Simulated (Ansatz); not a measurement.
| atom | x (Å) | y (Å) | z (Å) |
| --- | --- | --- | --- |
| N | 0.1158 | 0.3601 | 2.3334 |
| Si | 0.6338 | 0.6243 | 0.7208 |
| C | 0.9961 | -0.9721 | -0.2227 |
| C | -0.0906 | -0.9491 | -1.2765 |
| C | -0.8483 | 0.1666 | -1.2804 |
| O | -1.8613 | 0.4366 | -2.1194 |
| O | -0.6099 | 1.1494 | -0.3678 |
| H | -0.5012 | -0.4120 | 2.5665 |
| H | 0.0179 | 1.1254 | 2.9928 |
| H | 1.6375 | 1.7144 | 0.7594 |
| H | 2.0164 | -0.9802 | -0.6509 |
| H | 0.9422 | -1.8501 | 0.4474 |
| H | -0.2559 | -1.7509 | -1.9958 |
| H | -2.2057 | 1.3084 | -1.8781 |

The calculation used RKS B3LYP-D4/def2-SVP (Ansatz).

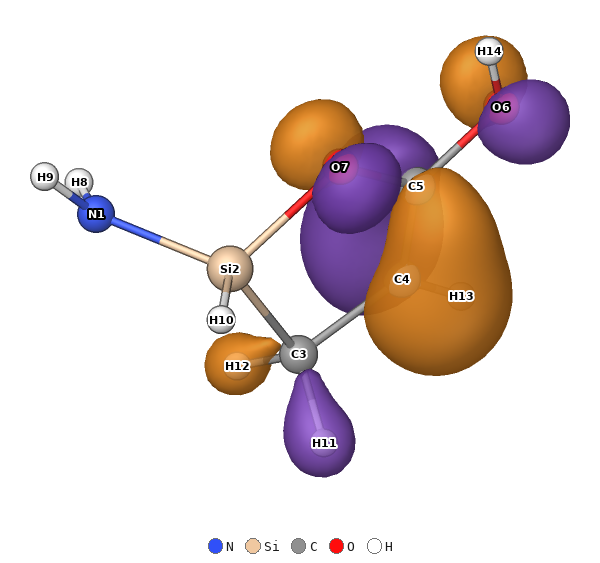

C3H7NO2Si (SMILES N[SiH]1CC=C(O)O1). The HOMO at ±0.15 Å⁻³ᐟ² (orange and purple are the two phases), seen at an oblique angle.

**Describe this orbital and give its energy.**

By Hirshfeld shares it lies mainly on C4 (about 40 %), C5 (about 20 %), O6 (about 10 %) and O7 (about 10 %). Its energy is −5.36 eV.
